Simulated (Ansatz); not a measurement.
# B3LYP/6-31G(d) (Cartesian functions) run of C2H2ClGa (SMILES C#[C][GaH][Cl])

Aim: the vertical ionisation energy of C2H2ClGa at B3LYP/6-31G* (Cartesian functions), from 2 runs. 

The results are computed with Ansatz 0.2.0.

56 further runs of the same task are left out: 56 set aside as unsound or not needed. Runs told in other sessions of the task aren't counted.

**1. The structure to begin with**

The species is C2H2ClGa (6 atoms), meant as a singlet with charge 0. SMILES: `C#[C][GaH][Cl]`. Geometry: relaxed at PBE0-D4/def2-TZVP.

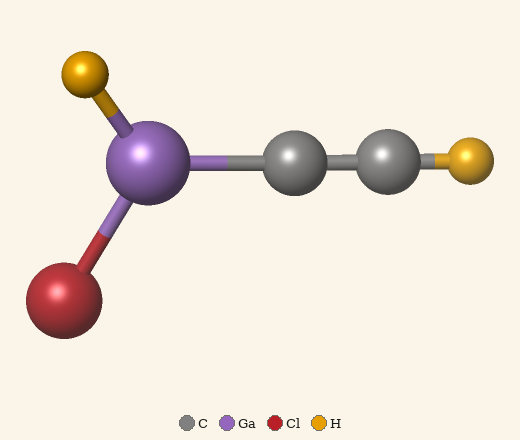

The structure, seen from a chosen angle (carbon grey, gallium purple, chlorine red, hydrogen amber).

**2. The energy at B3LYP/6-31G(d) (Cartesian functions)**

The input, input.yaml:

```yaml
crystal:
  periodic: [false, false, false]
  atoms:
    - symbol: C
      position_ang: [0.577800, 1.057900, -1.454500]
    - symbol: C
      position_ang: [0.247000, 0.412500, -0.488700]
    - symbol: Ga
      position_ang: [-0.252900, -0.587200, 1.048000]
    - symbol: Cl
      position_ang: [-1.745400, -2.085600, 0.724100]
    - symbol: H
      position_ang: [0.867100, 1.625700, -2.309900]
    - symbol: H
      position_ang: [0.306500, -0.423300, 2.481100]
basis:
  gaussian:
    orbitals: "6-31G*"
hamiltonian:
  xc: {name: B3LYP}
accuracy: high
output: {orbitals: {seedname: orbitals}}
```

Started as:

```bash
$ ansatz run input.yaml --threads 1 --pin off --max-ram 2610MiB --events-out events.jsonl --progress --plain --runs-dir runs
```

Standard output:

```text
Warning: RAYON_NUM_THREADS=1 ignored (pool sized by the plan → 1); use --threads N
Functional definition: B3LYP
  name "B3LYP"
  parameter a0 = 0.2
  parameter ax = 0.72
  parameter ac = 0.81
  exchange = (1 - a0 - ax)*slater_x + ax*b88_x + a0*exact_x
  correlation = (1 - ac)*vwn_rpa_c + ac*lyp_c
1715 factors; integrals over basis functions are off by at most 8.2e-9 eV
mean field evaluation 1: about -66995.6273 eV, gradient 4.6e1 eV
mean field evaluation 2: about -66990.1444 eV, gradient 6.6e1 eV
mean field evaluation 4: about -67000.2916 eV, gradient 7.7e0 eV
mean field evaluation 8: about -67000.4910 eV, gradient 5.3e-1 eV
mean field evaluation 16: about -67000.4919 eV, gradient 2.3e-5 eV
mean field -67000.49191138 eV, -2462.2226631786 hartree, gradient 6.2e-8 eV, S^2 0.000000; 0 other end points of the search recorded, 0 dependent functions left out
reference -67000.49195101 eV, -2462.2226646349 hartree; 31, 31 occupied and 57, 57 virtual orbitals, 1715 factors
Total energy: -67000.49195101 eV, -2462.2226646349 hartree
```

Wall time 2.6 s (1 thread of AMD EPYC 9R45 (Zen 5), shared host); peak memory 0.3 GiB.

**3. The doublet cation**

The input, job.yaml:

```yaml
crystal:
  periodic: [false, false, false]
  atoms:
    - symbol: C
      position_ang: [0.577800, 1.057900, -1.454500]
    - symbol: C
      position_ang: [0.247000, 0.412500, -0.488700]
    - symbol: Ga
      position_ang: [-0.252900, -0.587200, 1.048000]
    - symbol: Cl
      position_ang: [-1.745400, -2.085600, 0.724100]
    - symbol: H
      position_ang: [0.867100, 1.625700, -2.309900]
    - symbol: H
      position_ang: [0.306500, -0.423300, 2.481100]
basis:
  gaussian:
    orbitals: "6-31G*"
total_charge: 1
magnetization:
  spin_polarized: true
  initial_magnetization: 1
hamiltonian:
  xc: {name: B3LYP}
accuracy: high
output:
  orbitals: {seedname: orbitals}
```

Started as:

```bash
$ ansatz run job.yaml --threads 1 --pin off --max-ram 2610MiB --events-out events.jsonl --progress --plain --runs-dir runs
```

Standard output:

```text
Warning: RAYON_NUM_THREADS=1 ignored (pool sized by the plan → 1); use --threads N
Functional definition: B3LYP
  name "B3LYP"
  parameter a0 = 0.2
  parameter ax = 0.72
  parameter ac = 0.81
  exchange = (1 - a0 - ax)*slater_x + ax*b88_x + a0*exact_x
  correlation = (1 - ac)*vwn_rpa_c + ac*lyp_c
1714 factors; integrals over basis functions are off by at most 8.2e-9 eV
mean field evaluation 1: about -66978.9377 eV, gradient 4.3e1 eV
mean field evaluation 2: about -66906.5958 eV, gradient 1.0e2 eV
mean field evaluation 4: about -66985.9571 eV, gradient 2.3e1 eV
mean field evaluation 8: about -66989.9237 eV, gradient 2.3e0 eV
mean field evaluation 16: about -66990.0318 eV, gradient 4.5e-3 eV
mean field evaluation 32: about -66990.0318 eV, gradient 1.4e-5 eV
mean field evaluation 64: about -66989.9110 eV, gradient 3.8e0 eV
mean field evaluation 96: about -66990.0202 eV, gradient 8.3e-1 eV
mean field -66990.03178718 eV, -2461.8382607045 hartree, gradient 4.0e-8 eV, S^2 0.755585; 6 other end points of the search recorded, 0 dependent functions left out
reference -66990.03182760 eV, -2461.8382621898 hartree; 31, 30 occupied and 57, 58 virtual orbitals, 1714 factors
Total energy: -66990.03182760 eV, -2461.8382621898 hartree
```

It took 18 s on 1 thread of AMD EPYC 9R45 (Zen 5), shared host; peak memory 0.45 GiB.

**4. Summary of results**

Level: B3LYP/6-31G* (Cartesian functions).

| quantity | value |
| --- | --- |
| singlet C2H2ClGa: total energy | -2462.22266 Eh |
| singlet C2H2ClGa: HOMO energy | -8.00 eV |
| singlet C2H2ClGa: LUMO energy | -2.14 eV |
| singlet C2H2ClGa: HOMO–LUMO gap | 5.86 eV |
| doublet cation: total energy | -2461.83826 Eh |
| doublet cation: HOMO energy (highest over α and β) | -13.64 eV |
| doublet cation: LUMO energy (lowest over α and β) | -12.76 eV |
| doublet cation: ⟨S²⟩ | 0.756 |
| vertical ionisation energy (to the doublet cation) | 10.460 eV |

In words: The vertical ionisation energy comes to 10.46 eV (1009 kJ/mol). −ε(HOMO) before ionisation, 8.00 eV, is 2.46 eV below this ionisation energy.
